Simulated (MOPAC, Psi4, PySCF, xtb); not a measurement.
Two rigid molecules brought together: CH2O ··· H6Si2 (SMILES C=O and [SiH3][SiH3]). Monomers: optimised at B3LYP-D3(BJ) (def2-TZVP), held rigid. Orientation: a higher rigid-body minimum at GFN2-xTB. The monomers approach along the line of their centres of mass (distance R); nothing else relaxes.

Geometry at R = 3.45 Å (first 4 atoms: monomer A):
```
12

C     -0.0057     0.0009     0.0009
O      1.1682    -0.1728    -0.1691
H     -0.7186    -0.8426     0.0836
H     -0.4438     1.0146     0.0846
Si     1.0305     0.2287     3.4848
Si     3.1580     0.3456     2.5071
H      0.7547     1.4593     4.2656
H      0.9461    -0.9391     4.3954
H     -0.0102     0.0890     2.4372
H      4.1987     0.4853     3.5547
H      3.2424     1.5134     1.5966
H      3.4337    -0.8850     1.7263
```

- PM7, restricted, heats of formation (MOPAC)
- RKS-B3LYP/LANL2DZ = restricted B3LYP/LANL2DZ, with its core potentials past Ne, no counterpoise correction (PySCF 2.14.0)
- GFN1-xTB (xtb)
- MP2/aug-cc-pVDZ = DF-MP2/aug-cc-pVDZ, frozen core, counterpoise-corrected (Psi4)
- AM1, restricted, heats of formation (MOPAC)

Interaction energies in kJ/mol (negative: bound); R is the distance of the centres of mass, d the C1···H9 distance.

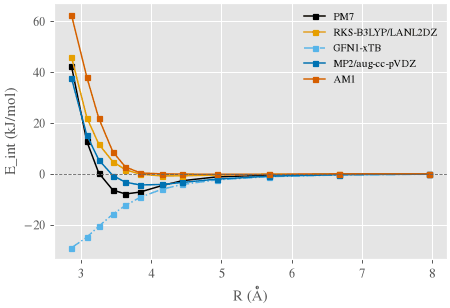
Figure: Interaction energy against separation.

```tsv
R / Å	d / Å	PM7	RKS-B3LYP/LANL2DZ	GFN1-xTB	MP2/aug-cc-pVDZ	AM1
2.86	1.93	42.48	46.09	-29.11	37.69	62.61
3.08	2.11	12.73	22.10	-24.94	15.19	37.98
3.25	2.26	0.29	11.66	-20.63	5.49	21.85
3.45	2.44	-6.38	4.78	-15.92	-0.69	8.67
3.63	2.60	-7.94	1.59	-12.42	-3.30	2.70
3.84	2.79	-7.18	-0.13	-9.25	-4.39	0.36
4.15	3.08	-4.63	-0.84	-6.07	-4.19	-0.04
4.44	3.35	-2.72	-0.79	-4.19	-3.40	-0.09
4.93	3.82	-1.22	-0.48	-2.39	-2.10	-0.21
5.67	4.53	-0.52	-0.21	-1.13	-0.96	-0.19
6.67	5.51	-0.17	-0.10	-0.46	-0.37	-0.09
7.96	6.78	-0.06	-0.05	-0.17	-0.13	-0.03
```

Lowest grid point: PM7 -7.94 kJ/mol at R = 3.63 Å; RKS-B3LYP/LANL2DZ -0.84 kJ/mol at R = 4.15 Å; GFN1-xTB -29.11 kJ/mol at R = 2.86 Å; MP2/aug-cc-pVDZ -4.39 kJ/mol at R = 3.84 Å; AM1 -0.21 kJ/mol at R = 4.93 Å.
